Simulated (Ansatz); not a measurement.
A series of calculations on AlH₃OF₂

**1. Relaxation**

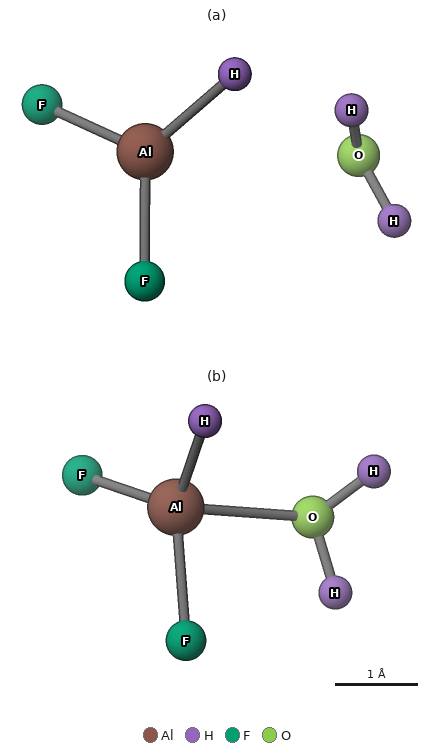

The structure of AlH$_{3}$OF$_{2}$ before (top) and after (bottom) a relaxation, at one scale.

Style: ball-and-stick. Shown at a tilt.

The run prepares an end point of a later path (reaction) calculation, from a guessed geometry.

The calculation used RKS B3LYP/def2-SVP (Ansatz). Settings: no spin polarisation; force threshold 0.03 eV/Å; at most 50 steps.

> What changed between the two?

The largest move after the best rigid fit is that of an H atom, 0.74 Å. By element the largest moves are H 0.74 Å, O 0.63 Å, F 0.59 Å, Al 0.39 Å. Some distances before and after: Al–O 2.959 → 1.988 Å, Al–F 1.663 → 1.687 Å, H–O 0.988 → 0.970 Å, Al–F 1.657 → 1.671 Å. New bonds form, among them: Al–O (2.96 → 1.99 Å). Bond angles that change, for instance: H–O–H 103.8° → 108.1°, F–Al–F 119.2° → 115.3°, H–Al–F 121.4° → 118.8°. Over 12 geometry steps the energy falls by 94.9 kJ/mol. The largest force component goes from 1 to 0.018 eV/Å.

**2. Relaxation**

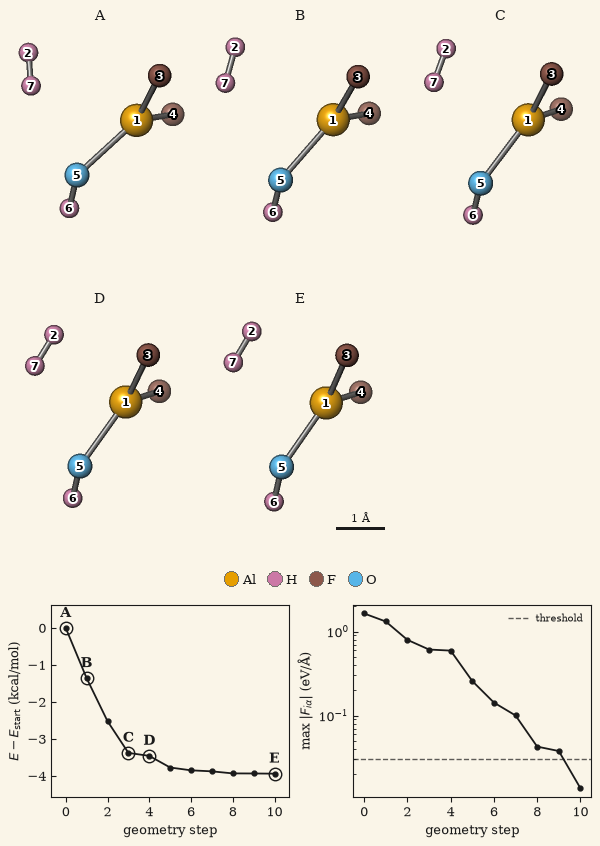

Frames of a relaxation of AlH3OF2, marked on the history of the run. Style: ball-and-stick. Shown face on.

The run prepares an end point of a later path (reaction) calculation, from a guessed geometry.

Method: Ansatz 0.2.0, RKS B3LYP/def2-SVP. Set-up: no spin polarisation; force threshold 0.03 eV/Å; at most 50 steps.

**What happens along the run?**

The largest move after the best rigid fit is that of H2, 0.51 Å. By element the largest moves are H 0.51 Å, F 0.28 Å, Al 0.22 Å, O 0.22 Å. Among the contacts that change: Al1–H2 2.753 → 2.221 Å, Al1–H7 2.384 → 2.185 Å, Al1–O5 1.741 → 1.690 Å, H2–H7 0.721 → 0.766 Å. Bond angles that change, for instance: Al1–O5–H6 120.6° → 126.2°. After 10 geometry steps the energy has fallen by 3.93 kcal/mol. The largest force component goes from 1.6 to 0.014 eV/Å. Cost: 28 s on 1 thread of Arm Neoverse V2 (shared host), peak memory 0.14 GiB. From step 0 to 1: H2 moves most (0.19 Å), energy −1.36 kcal/mol. From step 1 to 3: H2 moves most (0.23 Å), energy −2.02 kcal/mol. From step 3 to 4: H2 moves most (0.18 Å), energy −0.08 kcal/mol. From step 4 to 10: H2 moves most (0.11 Å), energy −0.48 kcal/mol.

Limits of the set-up: the start holds two separate molecules, 2.2 Å apart at their closest, whose relative position is a soft coordinate and is computed without a dispersion correction.

**3. Path**

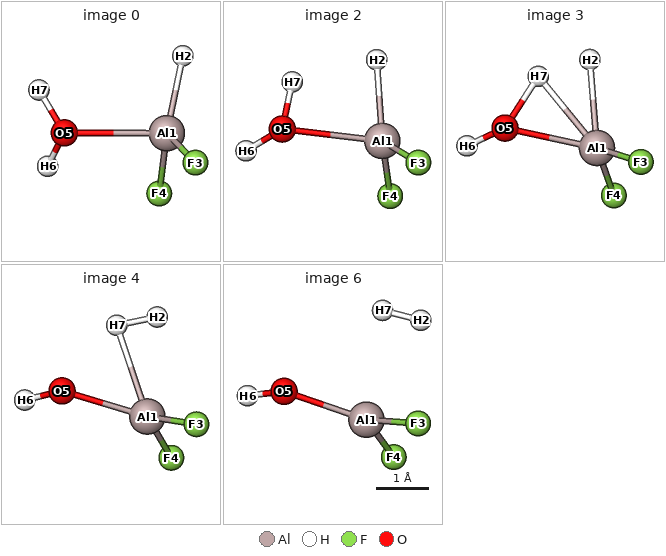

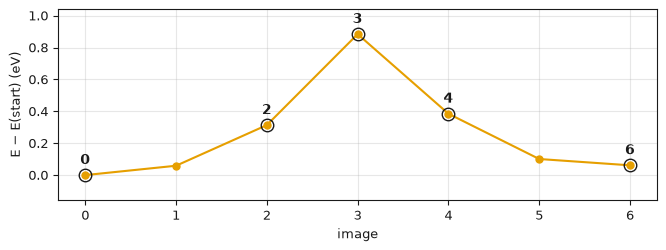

A nudged-elastic-band calculation for AlH$_{3}$OF$_{2}$. Images are numbered from 0 (start) to 6 (end). Style: ball-and-stick. Shown at a tilt.

All numbers below come from Ansatz, RKS B3LYP/def2-SVP. Settings: 5 movable images; climbing image; force threshold 0.05 eV/Å; iteration limit 60; starting path through a guess of the saddle point.

### Read off the barrier and say what moves.

The energy climbs by 0.88 eV to image 3 and then falls by 0.82 eV, so the end point sits at +0.06 eV. Breaking: Al1–H2 (1.58 → 1.75 at the top → 2.22 Å), O5–H7 (0.97 → 1.26 at the top → 2.55 Å). Forming: H2–H7 (2.89 → 1.06 at the top → 0.77 Å). The band converged in 14 iterations. The largest component of the band force went from 4.4 to 0.033 eV/Å. The climbing image converged on the top of the path. Its vibrational analysis gives one imaginary mode (1227i cm⁻¹), as a transition state must have.

Cost: 2.6 min on 1 thread of Arm Neoverse V2, with other jobs on the host, peak memory 0.14 GiB.
